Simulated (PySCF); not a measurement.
**Run report: C$_{4}$H$_{7}$Cl$_{2}$NSi, NMR shielding calculation**

C$_{4}$H$_{7}$Cl$_{2}$NSi, computed with GIAO PBE0/pcSseg-1 NMR shielding, non-relativistic, gas phase (PySCF 2.14.0).

The geometry comes from this level: GFN2-xTB. It belongs to a series of runs on one base structure; here: H on Si replaced by CH3. Figures and captions count atoms from 1; the log counts them from 0 in places.

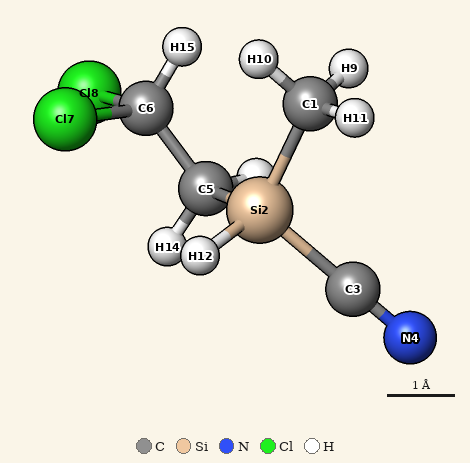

Fig. 1: The structure (ball-and-stick view, seen at a tilt; atoms are numbered from 1 in the order of the input).

The input:
```
{"job": {"kind": "nmr", "xc": "PBE0", "basis": "pcSseg-1"}, "charge": 0, "multiplicity": 1}
C     -1.457083    -1.177557     0.361236
Si    -0.726552     0.570761     0.432981
C     -1.846844     1.704463    -0.552048
N     -2.547974     2.392926    -1.140028
C      0.948350     0.637253    -0.497247
C      1.856655    -0.484609    -0.075193
Cl     2.076646    -0.479510     1.691020
Cl     3.464104    -0.359050    -0.852837
H     -1.404641    -1.595585    -0.641342
H     -0.923365    -1.845649     1.031275
H     -2.500893    -1.177588     0.660517
H     -0.644098     1.129912     1.782298
H      0.797557     0.567836    -1.576195
H      1.440738     1.591672    -0.308186
H      1.462984    -1.467285    -0.338164
```

The first line tells a small driver script what to run in PySCF; the rest is the geometry in Å.

Run as:
```bash
OMP_NUM_THREADS=1 python <driver script> task.json out
```

The program's output:
```
coarse grid: 14624 points
cycle   1  E = -1420.4101433116  dE =  7.406e-01  |g| = 5.799e-01  |ddm| = 3.575e+00
cycle   2  E = -1420.2728012252  dE =  1.373e-01  |g| = 9.801e-01  |ddm| = 1.198e+00
cycle   3  E = -1420.4869454124  dE = -2.141e-01  |g| = 2.150e-01  |ddm| = 7.454e-01
cycle   4  E = -1420.4963549567  dE = -9.410e-03  |g| = 6.056e-02  |ddm| = 1.490e-01
cycle   5  E = -1420.4970315898  dE = -6.766e-04  |g| = 2.365e-02  |ddm| = 5.087e-02
cycle   6  E = -1420.4971662746  dE = -1.347e-04  |g| = 3.609e-03  |ddm| = 2.267e-02
cycle   7  E = -1420.4971696333  dE = -3.359e-06  |g| = 1.038e-03  |ddm| = 4.867e-03
final grid: 128848 points
cycle   8  E = -1420.5410736527  dE = -3.668e-05  |g| = 7.780e-03  |ddm| = 2.329e-02
cycle   9  E = -1420.5410646677  dE =  8.985e-06  |g| = 9.536e-03  |ddm| = 1.332e-02
cycle  10  E = -1420.5410864915  dE = -2.182e-05  |g| = 1.959e-03  |ddm| = 8.509e-03
cycle  11  E = -1420.5410871872  dE = -6.957e-07  |g| = 7.815e-04  |ddm| = 1.715e-03
cycle  12  E = -1420.5410873114  dE = -1.242e-07  |g| = 2.083e-04  |ddm| = 5.344e-04
cycle  13  E = -1420.5410873209  dE = -9.531e-09  |g| = 4.338e-05  |ddm| = 1.744e-04
cycle  14  E = -1420.5410873213  dE = -4.397e-10  |g| = 8.966e-06  |ddm| = 4.008e-05
```

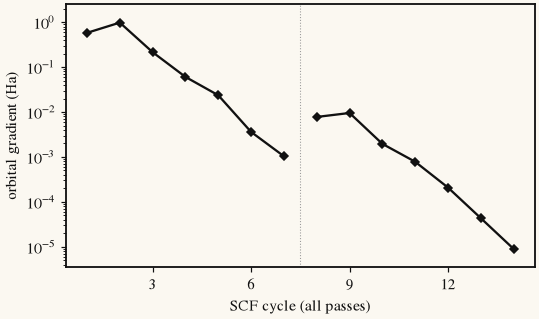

Fig. 2: Convergence of the self-consistent field: orbital gradient against the SCF cycle. The dotted line marks the change from a coarse to the final integration grid. The first 7 cycles use a coarse grid, the final grid takes over at cycle 8, and the field converges after 14 cycles in all.

```
converged SCF energy = -1420.5410873213

GIAO shielding tensors (ppm)
atom      isotropic    diamagn.    paramagn.     s11        s22        s33       span
  0 C      193.207     253.680     -60.473    190.793    193.177    195.652      4.860
  1 Si     397.453     878.695    -481.242    358.535    394.080    439.744     81.209
  2 C       61.709     262.366    -200.656    -53.848    -51.055    290.030    343.878
  3 N      -96.352     337.347    -433.699   -292.360   -291.895    295.199    587.558
  4 C      150.883     253.959    -103.075    122.047    150.633    179.971     57.924
  5 C      101.324     243.491    -142.167     60.629    115.030    128.314     67.685
  6 Cl     660.585    1146.375    -485.789    396.378    602.358    983.020    586.642
  7 Cl     613.929    1144.384    -530.454    307.238    527.368   1007.182    699.944
  8 H       31.348      30.886       0.462     27.105     29.099     37.841     10.736
  9 H       31.227      30.211       1.016     25.707     30.342     37.631     11.925
 10 H       31.086      28.209       2.877     26.115     27.760     39.383     13.267
 11 H       27.026      27.414      -0.388     23.131     26.429     31.518      8.387
 12 H       29.867      31.396      -1.528     24.579     29.531     35.491     10.912
 13 H       29.364      30.103      -0.739     25.586     30.068     32.438      6.852
 14 H       25.834      28.890      -3.056     21.758     26.333     29.411      7.653
```

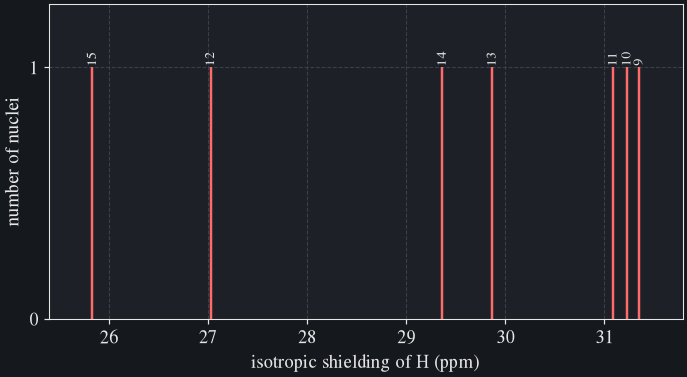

Fig. 3: Isotropic shieldings of the hydrogen nuclei in this fixed geometry, labelled by atom number; shielding grows to the right, so chemical shift grows to the left. The least shielded is H15 (25.8 ppm), the most shielded H9 (31.3 ppm).

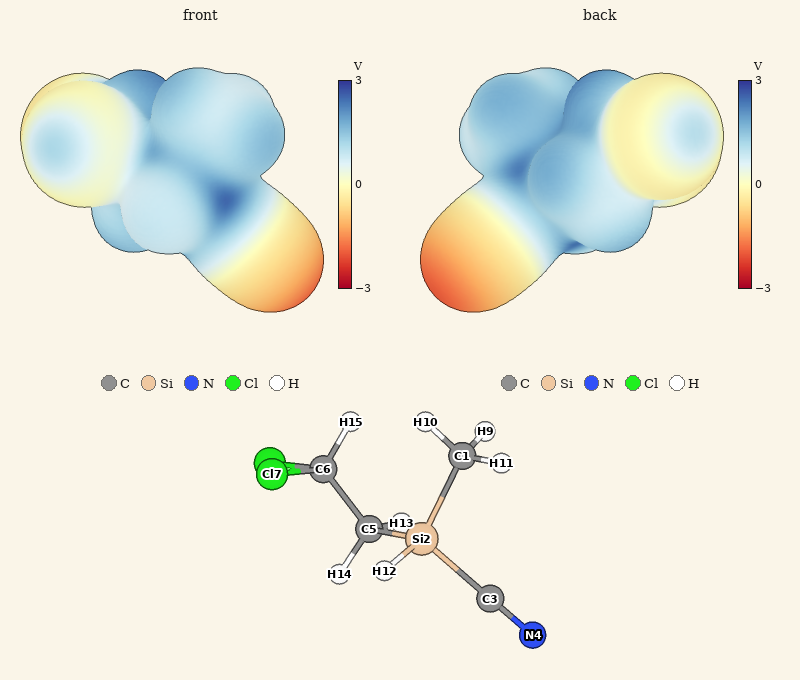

Fig. 4: The molecular electrostatic potential painted on the density surface at 0.004 e/bohr³, seen at a tilt and from behind; the colour scale runs from red (negative) to blue (positive). The bare structure is drawn below in the same view.

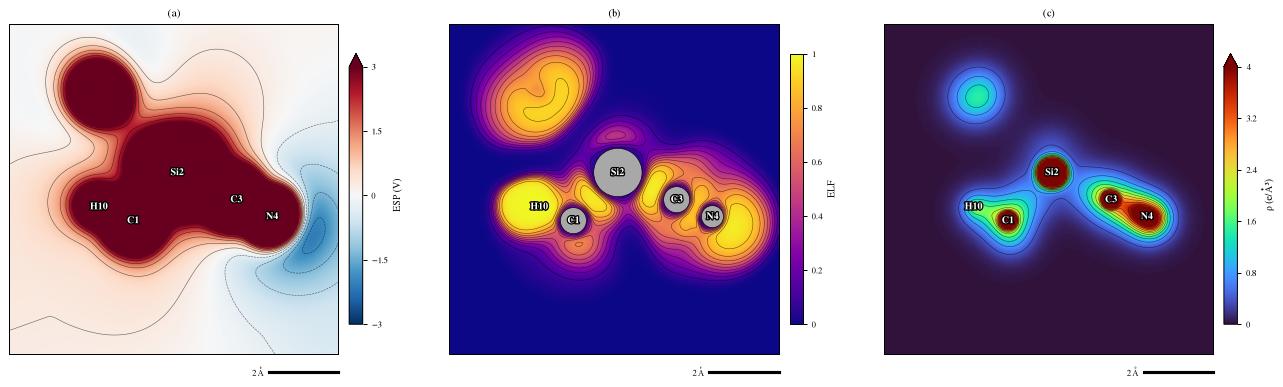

Fig. 5: (a) electrostatic potential; (b) electron localisation function; (c) electron density on the plane of atoms C1, Si2 and C3. Grey discs, where drawn, cover atomic cores. C–N (1.15 Å): ρ is about 3.6 e/Å³ halfway; the ELF peaks at about 0.85 between the atoms; a multiple bond by its length, whose ELF region spreads away from the axis.

Key numbers:

- outcome: converged
- total energy: −1420.541087 hartree
- HOMO: −8.94 eV
- LUMO: −0.62 eV
- dipole moment: 2.85 D
- isotropic shielding, C: 61.7 to 193.2 ppm
- isotropic shielding, Si: 397.5 ppm
- isotropic shielding, N: −96.4 ppm
- isotropic shielding, Cl: 613.9 to 660.6 ppm
- isotropic shielding, H: 25.8 to 31.3 ppm
- hardware: 1 CPU thread, shared host
- wall time: 74 s
- peak memory: 0.78 GiB
